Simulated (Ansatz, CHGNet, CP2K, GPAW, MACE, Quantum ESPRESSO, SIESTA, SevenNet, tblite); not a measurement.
# Random packing of C72N28 (at. %) (57 atoms) in SIESTA

Aim: run random packing of C72N28 (at. %) (57 atoms) in SIESTA and see how near its forces come to a plane-wave reference, and at what cost.

Method: the method is named at each step, in SIESTA 5.4.2.

### 1. The structure

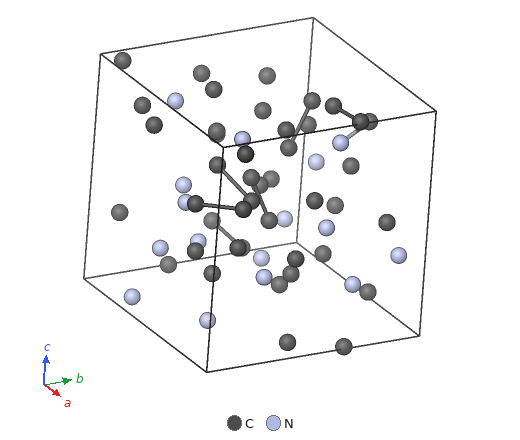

Start, viewed slightly off an axis; carbon dark grey, nitrogen light blue. Bonds to atoms that aren't drawn are left out. Some periodic images of atoms are drawn too.

The cell holds 57 atoms: 41 C and 16 N. Its edges and angles: a = 7.976 Å, b = 7.976 Å, c = 7.976 Å, α = 90.0°, β = 90.0°, γ = 90.0°. 57 atoms (41 C, 16 N) packed at random in a cube at 2.35 g/cm³ and pushed apart as soft spheres; a start for melting by ab initio MD, not an equilibrated structure. Then every atom was moved at random, 0.02 Å r.m.s. a Cartesian component.

The yardstick, on the same geometry:

* method: Kohn-Sham DFT, PBE, PAW, plane waves (Ansatz 0.2.0); cutoff 420 eV, Γ point, fermi-dirac smearing of 0.05 eV; PAW set soft_2
* r.m.s. force component: 1.976 eV/Å
* longest force: 7.262 eV/Å
* pressure: -26.61 GPa
* SCF cycles: 9
* time: 3.3 s on 4 threads of Arm Neoverse V1, shared host
* CPU time: 12 s

### 2. PBE, DZP, shift 0.01 Ry, mesh 500 Ry

Method: Kohn-Sham DFT, PBE, PseudoDojo 0.4.1 norm-conserving pseudopotentials (converted to PSML), numerical atomic orbitals (DZP), diagonalisation.

The .psml files are PseudoDojo norm-conserving potentials that we converted to this format, checked against plane waves on the same files for H, C, O, Si, Ge and Ca alone.

File input.fdf:

```
SystemLabel cell
NumberOfAtoms 57
NumberOfSpecies 2
%block ChemicalSpeciesLabel
  1 6 C
  2 7 N
%endblock ChemicalSpeciesLabel
LatticeConstant 1.0 Ang
%block LatticeVectors
  7.97600 0.00000 0.00000
  0.00000 7.97600 0.00000
  0.00000 0.00000 7.97600
%endblock LatticeVectors
PAO.BasisSize DZP
PAO.EnergyShift 0.01 Ry
XC.Functional GGA
XC.Authors PBE
MeshCutoff 500 Ry
%block kgrid_Monkhorst_Pack
  1 0 0 0.0
  0 1 0 0.0
  0 0 1 0.0
%endblock kgrid_Monkhorst_Pack
SolutionMethod diagon
OccupationFunction FD
ElectronicTemperature 580 K
SCF.Mixer.Method Pulay
SCF.Mixer.Weight 0.05
SCF.Mixer.History 8
SCF.Mix Hamiltonian
MaxSCFIterations 300
SCF.DM.Tolerance 1e-04
SCF.H.Tolerance 1.0e-3 eV
WriteForces T
Write.HirshfeldPop T
Write.VoronoiPop T
Write.DM F
Write.H F
XML.Write F
AtomicCoordinatesFormat Fractional
%block AtomicCoordinatesAndAtomicSpecies
  0.00597 0.48401 0.83761 1
  0.03952 0.55713 0.56904 1
  0.05075 0.76972 0.79905 1
  0.39534 0.92633 0.34114 1
  0.76720 0.65280 0.98245 1
  0.48592 0.62900 0.68293 1
  0.92975 0.42733 0.40598 1
  0.57031 0.25726 0.21933 1
  0.65972 0.50303 0.85490 1
  0.53328 0.43183 0.60217 1
  0.60335 0.93100 0.79962 1
  0.41561 0.02347 0.85269 1
  0.17799 0.74598 0.39732 1
  0.94264 0.84054 0.50712 1
  0.33544 0.34414 0.92591 1
  0.47703 0.72881 0.87220 1
  0.35897 0.58317 0.47169 1
  0.97279 0.13377 0.69179 1
  0.28314 0.61800 0.76553 1
  0.88845 0.44348 0.01552 1
  0.56032 0.51569 0.40910 1
  0.89713 0.16892 0.48357 1
  0.06686 0.54878 0.19756 1
  0.65028 0.11986 0.37480 1
  0.72425 0.90960 0.09561 1
  0.27648 0.40991 0.70498 1
  0.00184 0.10682 0.95371 1
  0.27729 0.57015 0.16110 1
  0.07934 0.34865 0.03976 1
  0.17817 0.10737 0.82796 1
  0.80503 0.57418 0.58918 1
  0.55947 0.78419 0.21719 1
  0.28341 0.83779 0.66812 1
  0.03415 0.12622 0.28858 1
  0.66446 0.57388 0.20531 1
  0.80342 0.00912 0.66652 1
  0.54912 0.89248 0.58610 1
  0.57312 0.24164 0.70560 1
  0.75244 0.30615 0.60934 1
  0.98003 0.65620 0.00005 1
  0.48978 0.63071 0.07615 1
  0.84600 0.75906 0.20466 2
  0.75658 0.39030 0.25857 2
  0.10543 0.30856 0.78468 2
  0.31123 0.16108 0.23978 2
  0.26746 0.36654 0.21703 2
  0.06656 0.89363 0.14947 2
  0.72172 0.69154 0.41530 2
  0.16732 0.33820 0.43173 2
  0.17072 0.73263 0.04418 2
  0.79731 0.21338 0.91737 2
  0.12591 0.98736 0.41218 2
  0.31382 0.04280 0.04336 2
  0.69254 0.74638 0.77199 2
  0.42860 0.19422 0.48694 2
  0.83253 0.97627 0.29252 2
  0.56642 0.25409 0.00952 2
%endblock AtomicCoordinatesAndAtomicSpecies
```

On the command line:

```console
$ OMP_NUM_THREADS=1 mpirun -np 2 siesta < input.fdf > output.txt
```

The log of the run:

```text
Version         : 5.4.2
reinit: System Name:
reinit: System Label: cell
initatom: Reading input for the pseudopotentials and atomic orbitals ----------
Species number:   1 Atomic number:    6 Label: C
Species number:   2 Atomic number:    7 Label: N
Ground state valence configuration (from tables):   2s02  2p02  3d00  4f00
Ground state valence configuration (from tables):   2s02  2p03  3d00  4f00
---- Processing specs for species: C
GGA--PBE XC_GGA_X_PBE--XC_GGA_C_PBE pb
---- Processing specs for species: N
GGA--PBE XC_GGA_X_PBE--XC_GGA_C_PBE pb
C pseudopotential only contains V_ls up to l=1 -- lmxkb reset.
N pseudopotential only contains V_ls up to l=1 -- lmxkb reset.
Using PAO.SplitTailNorm
%block ChemicalSpeciesLabel
    1    6 C                       # Species index, atomic number, species label
    2    7 N                       # Species index, atomic number, species label
%endblock ChemicalSpeciesLabel
%block PAO.Basis                 # Define Basis set
C                     2                    # Species label, number of l-shells
 n=2   0   2                         # n, l, Nzeta
   4.484      3.048
   1.000      1.000
 n=2   1   2 P   1                   # n, l, Nzeta, Polarization, NzetaPol
   5.436      3.692
   1.000      1.000
N                     2                    # Species label, number of l-shells
 n=2   0   2                         # n, l, Nzeta
   3.944      2.617
   1.000      1.000
 n=2   1   2 P   1                   # n, l, Nzeta, Polarization, NzetaPol
   4.781      3.167
   1.000      1.000
%endblock PAO.Basis
coor:   Atomic-coordinates input format  =     Fractional
siesta: System type = bulk
initatomlists: Number of atoms, orbitals, and projectors:     57   741   456
siesta: ******************** Simulation parameters ****************************
Total number of electrons:   244.000000
Total ionic charge:   244.000000
 Kpoints in:            1 . Kpoints trimmed:            1
siesta: k-grid: Number of k-points = 1
siesta: k-points from Monkhorst-Pack grid
siesta: k-cutoff (effective) =     3.988 Ang
siesta: k-point supercell and displacements
siesta: k-grid:     1     0     0      0.000
siesta: k-grid:     0     1     0      0.000
siesta: k-grid:     0     0     1      0.000
                     ====================================
                        Single-point calculation
                     ====================================
outcell: Unit cell vectors (Ang):
        7.976000    0.000000    0.000000
        0.000000    7.976000    0.000000
        0.000000    0.000000    7.976000
outcell: Cell vector modules (Ang)   :    7.976000    7.976000    7.976000
outcell: Cell angles (23,13,12) (deg):     90.0000     90.0000     90.0000
outcell: Cell volume (Ang**3)        :    507.4058
Gamma-point calculation with multiply-connected orbital pairs
Gamma-point calculation with multiply-connected orbital pairs
Folding of H and S implicitly performed
Folding of H and S implicitly performed
new_DM -- step:     1
Initializing Density Matrix...
Attempting to read DM from file... Failed...
DM filled with atomic data:
InitMesh: MESH = 108 x 108 x 108 = 1259712
InitMesh: Mesh cutoff (required, used) =   500.000   506.733 Ry
stepf: Fermi-Dirac step function
        iscf     Eharris(eV)        E_KS(eV)     FreeEng(eV)     dDmax    Ef(eV) dHmax(eV)
   scf:    1   -10981.093243   -11000.674568   -11000.828197  1.416378 -4.222527  7.906075
   scf:    2   -11019.931357   -11013.209914   -11013.410238  0.151882 -4.243860  3.019780
   scf:    3   -11017.415805   -11015.957338   -11016.189386  0.067439 -4.273012  1.749025
   scf:    4   -11017.705167   -11017.037194   -11017.282993  0.034379 -4.322156  0.986951
   scf:    5   -11017.651449   -11017.411513   -11017.665369  0.026580 -4.364883  0.893033
   scf:    6   -11017.810938   -11017.660297   -11017.914569  0.015143 -4.417058  0.461842
[...]
scf:   19   -11017.846812   -11017.846814   -11018.104329  0.000139 -4.538118  0.001662
   scf:   20   -11017.846803   -11017.846809   -11018.104330  0.000052 -4.538170  0.001084
   scf:   21   -11017.846787   -11017.846798   -11018.104332  0.000052 -4.538197  0.000771
SCF Convergence by DM+H criterion
max |DM_out - DM_in|         :     0.0000519290
max |H_out - H_in|      (eV) :     0.0007707427
SCF cycle converged after 21 iterations
Using DM_out to compute the final energy and forces
siesta: E_KS(eV) =           -11017.8468
siesta: E_KS - E_eggbox =    -11017.8468
siesta: Atomic forces (eV/Ang):
     1   -0.586075   -2.379820    2.027203
     2   -3.137316    0.227638   -0.060553
     3    1.122301   -0.723465    0.713089
     4    1.539137   -1.432754    0.094553
     5    1.660246   -2.265545   -0.382093
     6   -2.358632   -1.431170   -0.141660
[...]
55    3.456141   -1.035036    0.409115
    56   -1.429191    0.222802   -2.145482
    57    0.108644    0.982854    3.953957
----------------------------------------
   Tot   -0.003421   -0.000601    0.006764
----------------------------------------
   Max    5.645430
   Res    1.941816    sqrt( Sum f_i^2 / 3N )
----------------------------------------
   Max    5.645430    constrained
Stress tensor Voigt[x,y,z,yz,xz,xy] (kbar):      275.49      244.49      235.31      -70.46      -26.47      -23.62
(Free)E + p*V (eV/cell)   -11097.8369
Target enthalpy (eV/cell)   -11018.1043
siesta: Program's energy decomposition (eV):
siesta: Ebs     =     -2859.988670
siesta: Eions   =     18790.418639
siesta: Ena     =      4655.876355
siesta: Ekin    =      6615.851047
siesta: Enl     =      -230.870639
siesta: DEna    =       171.185221
siesta: DUscf   =         5.550828
siesta: Ex      =     -3149.603834
siesta: Ec      =      -295.417137
siesta: Exc     =     -3445.020971
siesta: Eharris =    -11017.846787
siesta: Etot    =    -11017.846798
siesta: FreeEng =    -11018.104332
siesta: Final energy (eV):
siesta:  Band Struct. =   -2859.988670
siesta:       Kinetic =    6615.851047
siesta:       Hartree =    1578.300833
siesta:         Exch. =   -3149.603834
siesta:         Corr. =    -295.417137
siesta:   Exch.-corr. =   -3445.020971
siesta:  Ion-electron =   -8891.852327
siesta:       Ion-ion =   -6875.125380
siesta:         Total =  -11017.846798
siesta:         Fermi =      -4.538197
siesta: Stress tensor (static) (eV/Ang**3):
siesta:     0.171946   -0.014744   -0.016523
siesta:    -0.014744    0.152600   -0.043975
siesta:    -0.016523   -0.043975    0.146867
siesta: Cell volume =        507.405810 Ang**3
siesta: Pressure (static):
siesta:                Solid            Molecule  Units
siesta:          -0.00171145         -0.00170095  Ry/Bohr**3
siesta:          -0.15713773         -0.15617408  eV/Ang**3
siesta:        -251.76239981       -250.21846859  kBar
    Orbital volume contribution        =          19.654883 eV
    (Free)E + p_basis*V_orbitals       =      -10998.449448 eV
    (Free)Eharris+ p_basis*V_orbitals  =      -10998.449438 eV
Hirshfeld Atomic Populations:
Atom #   charge [q] valence [e]  Species
     1     0.000829    3.999171  C
     2    -0.008041    4.008041  C
     3     0.045898    3.954102  C
     4     0.060557    3.939443  C
     5     0.002817    3.997183  C
     6    -0.007535    4.007535  C
[...]
42    -0.000862    5.000862  N
    43    -0.036752    5.036752  N
    44     0.007430    4.992570  N
    45     0.015742    4.984258  N
    46     0.011712    4.988288  N
    47    -0.038352    5.038352  N
[...]
--------------------
 Total    -0.000020
Voronoi Atomic Populations:
Atom #   charge [q] valence [e]  Species
[...]
39     0.005117    3.994883  C
    40     0.025653    3.974347  C
    41     0.014038    3.985962  C
[...]
55    -0.079125    5.079125  N
    56    -0.053860    5.053860  N
    57    -0.099048    5.099048  N
--------------------
 Total    -0.000020
```

Elapsed: 2.4 min, on 2 MPI ranks of Arm Neoverse V1, shared host; peak memory 1.2 GiB.

Banners, paths, timers and routine set-up lines are dropped from the logs unmarked, and long logs keep their key lines alone; longer cuts are marked.

Against the reference:

```yaml
r_m_s_force_component: 1.942 eV/Å
r_m_s_difference_of_force_components: 91.32 meV/Å
longest_difference_of_force_vectors: 326.5 meV/Å
force_difference_over_r_m_s_force: 4.622 %
slope_of_forces_against_the_reference_s: 0.9818
correlation_of_force_components: 0.9991
pressure: -25.18 GPa
pressure_difference: 1.435 GPa
```

Length of the force difference by element (eV/Å):

| element | atoms | mean | most |
| --- | --- | --- | --- |
| C | 41 | 0.14 | 0.28 |
| N | 16 | 0.16 | 0.33 |

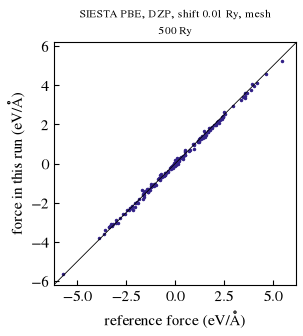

Force components against those of the reference; the line marks equality.

A closer look about C25, whose charge lies farthest from its element's mean: 9 atoms, nearest first, numbered in the order of the input, with positions taken from that point.

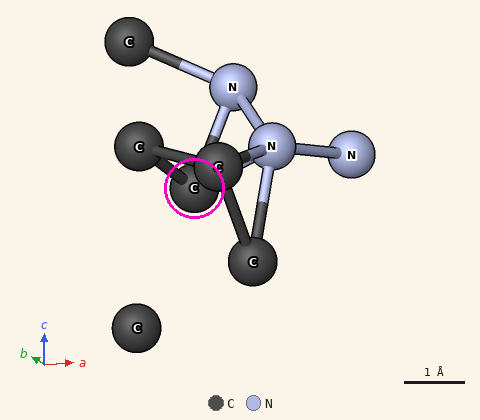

The atoms of the table, within 2.9 Å (arrows a, b, c point along x, y, z); some may hide others; the central atom is ringed.

| atom | x | y | z | distance (Å) | Hirshfeld charge (e) | Fx | Fy | Fz (eV/Å) |
| --- | --- | --- | --- | --- | --- | --- | --- | --- |
| C25 | 0.00 | 0.00 | 0.00 | 0.00 | -0.05 | -0.05 | -3.22 | 5.26 |
| N42 | 0.97 | -1.20 | 0.87 | 1.77 | 0.00 | 0.71 | 3.37 | -1.49 |
| N56 | 0.86 | 0.53 | 1.57 | 1.87 | -0.04 | -1.43 | 0.22 | -2.15 |
| C32 | -1.31 | -1.00 | 0.97 | 1.92 | -0.03 | -1.08 | 1.02 | -3.62 |
| C5 | 0.34 | -2.05 | -0.90 | 2.26 | 0.00 | 1.66 | -2.27 | -0.38 |
| C11 | -0.96 | 0.17 | -2.36 | 2.56 | 0.03 | 0.27 | -1.28 | -3.80 |
| N47 | 2.73 | -0.13 | 0.43 | 2.77 | -0.04 | 1.29 | -1.42 | -1.58 |
| C24 | -0.59 | 1.68 | 2.23 | 2.85 | 0.03 | -2.20 | 1.60 | -2.03 |
| C35 | -0.48 | -2.68 | 0.87 | 2.86 | 0.05 | -2.04 | -1.36 | 0.35 |

Forces lie 4.6 % from the reference's, at 24 times its CPU time (on 2 against 4 cores).

### 3. PBE, SZP, shift 0.01 Ry, mesh 500 Ry

Method: Kohn-Sham DFT, PBE, PseudoDojo 0.4.1 norm-conserving pseudopotentials (converted to PSML), numerical atomic orbitals (SZP), diagonalisation.

input.fdf, as its differences from that of step 2:

```diff
@@ -13,3 +13,3 @@
 %endblock LatticeVectors
-PAO.BasisSize DZP
+PAO.BasisSize SZP
 PAO.EnergyShift 0.01 Ry
```

The log of the run:

```text
Version         : 5.4.2
reinit: System Name:
reinit: System Label: cell
initatom: Reading input for the pseudopotentials and atomic orbitals ----------
Species number:   1 Atomic number:    6 Label: C
Species number:   2 Atomic number:    7 Label: N
Ground state valence configuration (from tables):   2s02  2p02  3d00  4f00
Ground state valence configuration (from tables):   2s02  2p03  3d00  4f00
---- Processing specs for species: C
GGA--PBE XC_GGA_X_PBE--XC_GGA_C_PBE pb
---- Processing specs for species: N
GGA--PBE XC_GGA_X_PBE--XC_GGA_C_PBE pb
[... lines left out ...]
stepf: Fermi-Dirac step function
        iscf     Eharris(eV)        E_KS(eV)     FreeEng(eV)     dDmax    Ef(eV) dHmax(eV)
[... lines left out ...]
SCF Convergence by DM+H criterion
[... lines left out ...]
SCF cycle converged after 20 iterations
[... lines left out ...]
   Max    4.746770
[... lines left out ...]
   Max    4.746770    constrained
Stress tensor Voigt[x,y,z,yz,xz,xy] (kbar):      197.74      179.37      170.81      -62.50      -24.69      -10.91
[... lines left out ...]
siesta: FreeEng =    -11001.822425
[... lines left out ...]
siesta:       Ion-ion =   -6875.125380
siesta:         Total =  -11001.561175
siesta:         Fermi =      -4.815524
siesta: Stress tensor (static) (eV/Ang**3):
siesta:     0.123422   -0.006811   -0.015413
siesta:    -0.006811    0.111951   -0.039010
siesta:    -0.015412   -0.039009    0.106613
siesta: Cell volume =        507.405810 Ang**3
siesta: Pressure (static):
siesta:                Solid            Molecule  Units
siesta:          -0.00124157         -0.00129952  Ry/Bohr**3
siesta:          -0.11399559         -0.11931684  eV/Ang**3
siesta:        -182.64106681       -191.16665616  kBar
    Orbital volume contribution        =          16.540711 eV
    (Free)E + p_basis*V_orbitals       =      -10985.281713 eV
    (Free)Eharris+ p_basis*V_orbitals  =      -10985.281718 eV
Hirshfeld Atomic Populations:
Atom #   charge [q] valence [e]  Species
     1    -0.001120    4.001120  C
     2    -0.004990    4.004990  C
     3     0.052994    3.947006  C
[...]
42    -0.008789    5.008789  N
    43    -0.049607    5.049607  N
    44    -0.010027    5.010027  N
[...]
--------------------
 Total    -0.000015
Voronoi Atomic Populations:
Atom #   charge [q] valence [e]  Species
[...]
40     0.034745    3.965255  C
    41     0.008958    3.991042  C
[...]
56    -0.074518    5.074518  N
    57    -0.112435    5.112435  N
--------------------
 Total    -0.000015
```

Elapsed: 1.9 min, on 2 MPI ranks; peak memory 1.1 GiB; 3.7 min of CPU time.

Against the reference:

| Quantity | Value |
| --- | --- |
| r.m.s. force component | 1.601 eV/Å |
| r.m.s. difference of force components | 563.3 meV/Å |
| longest difference of force vectors | 1719 meV/Å |
| force difference over r.m.s. force | 28.51 % |
| slope of forces against the reference's | 0.7876 |
| correlation of force components | 0.9721 |
| pressure | -18.26 GPa |
| pressure difference | 8.347 GPa |

This is a coarse setting, run to see what it loses.

Against the first run (4.6 %), the force difference from the reference is 29 %, at 0.77 times the CPU time, with 513 basis functions against 741: the smaller basis costs accuracy.

[end of part 1 of 2]

[Also dropped from logs without a mark: logging warnings of Python, and SIESTA's first energy breakdown and zero terms.]

[Logs are printed without paths, hosts, clocks, repeated set-up lines and the standing remarks that a program may print on its own settings, such as how far it seeks lower states.]

[Hosts, paths, dates, database ids (printed as entryN), source tags and the programs' standing remarks are cut or masked in the printed files.]
